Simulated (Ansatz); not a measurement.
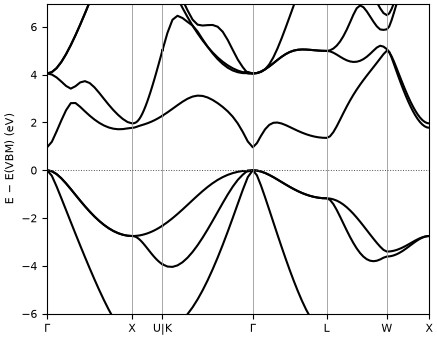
Figure. Band structure from plane-wave PAW r²SCAN (Ansatz code)

Question: Read off the gap and where the band edges lie.

Answer: About 1.0 eV (0.96 eV by a search for the band edges); maximum at Γ, minimum at Γ.

The material is GaAs (zinc blende, space group No. 216).

Space group F-43m (zinc blende). The cell was relaxed with r²SCAN under the symmetry of its start; phonons on a q-mesh show no instability. Spin–orbit coupling is left out wherever it is not named.

Potentials: the later of the program's two PAW sets.
